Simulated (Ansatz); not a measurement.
Input file:

```
crystal:
  lattice:
    - [4.3817240021, 0.0, 0.0]
    - [-2.190862001, 3.7946842982, 0.0]
    - [0.0, 0.0, 14.4417123]
  atoms:
    - { symbol: Al, position: [0.3333333333, 0.6666666667, 0.499797] }
    - { symbol: Ga, position: [0.6666666667, 0.3333333333, 0.250088] }
    - { symbol: Ga, position: [0.6666666667, 0.3333333333, 0.750577] }
    - { symbol: Ga, position: [0.3333333333, 0.6666666667, 0.000228] }
    - { symbol: Sb, position: [0.6666666667, 0.3333333333, 0.437086] }
    - { symbol: Sb, position: [0.6666666667, 0.3333333333, 0.937436] }
    - { symbol: Sb, position: [0.3333333333, 0.6666666667, 0.18724] }
    - { symbol: Sb, position: [0.3333333333, 0.6666666667, 0.687348] }
basis:
  ecutwfc: 420
kpoints:
  mp_grid: { grid: [12, 12, 4] }
  band_path:
    path:
      - [[0.0, 0.0, 0.0], [0.5, 0.0, 0.0], [0.33333333, 0.33333333, 0.0], [0.0, 0.0, 0.0], [0.0, 0.0, 0.5], [0.5, 0.0, 0.5], [0.33333333, 0.33333333, 0.5], [0.0, 0.0, 0.5]]
      - [[0.5, 0.0, 0.5], [0.5, 0.0, 0.0]]
      - [[0.33333333, 0.33333333, 0.5], [0.33333333, 0.33333333, 0.0]]
    npoints: 14
hamiltonian:
  xc: pbe
scf:
  occupations: { method: gaussian, width: 0.1 }
  n_extra_bands: 20
output:
  forces: true
  stress: true
  eigenvalues: true
  populations: true
  dos: { projected: true, de: 0.02, nscf_kmesh: { grid: [15, 15, 5] } }
  bader: true
  write_density: true
  write_potential: true
  elf: true
  volumetric_format: npy
```

Launched as:

```sh
ansatz run input.yaml --threads 4 --pin off --max-ram 8192MiB --backend cpu --events-out ev --progress --plain --runs-dir out
```

Below, planes, directions and counts refer to the conventional cell (a = 4.38 Å, b = 4.38 Å, c = 14.44 Å, α = 90.00°, β = 90.00°, γ = 120.00°).

Space group P3m1; a structure generated by program, which may or may not match a known phase.

Level of theory: DFT PBE, scalar-relativistic, plane waves, PAW in Ansatz.

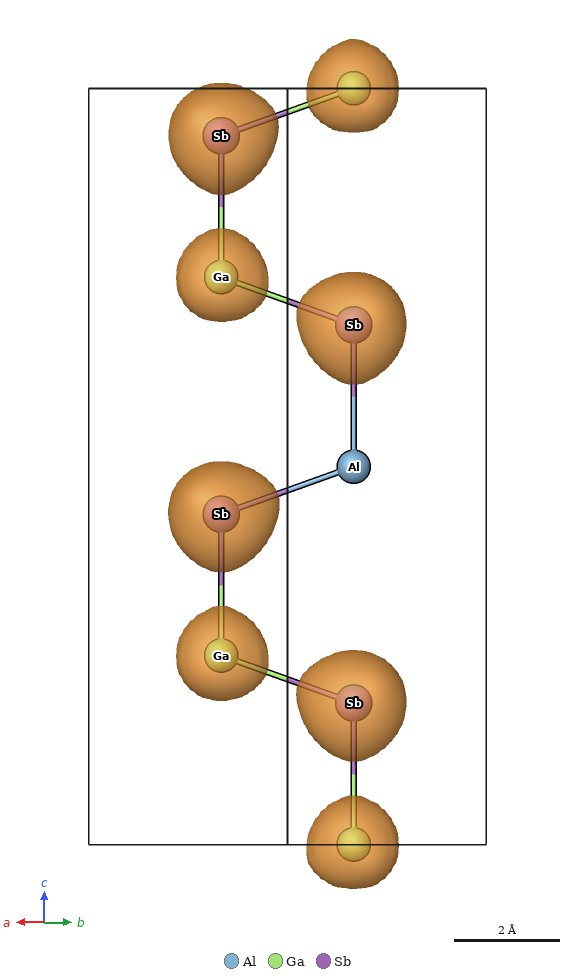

AlGa$_{3}$Sb$_{4}$. Isosurface of the valence pseudo-density at 0.5 e/Å³ (orange), seen along [110]. Sticks mark near contacts.

Core electrons are frozen (PAW), and the valence fields are smoothed inside the atomic spheres.

Which contacts does the surface bridge?

Answer. At this value the density breaks into separate islands; it holds about 75 % of the electrons treated as valence (semicore included). It bridges none of the near contacts. It is pinched off along the sampled Al–Sb (2.69 Å) and Ga–Sb (2.69 Å) contacts. On the grid the lowest density along these lines, outside the cores, is 0.31 e/Å³ (Al–Sb, 2.69 Å) and 0.38 e/Å³ (Ga–Sb, 2.69 Å).
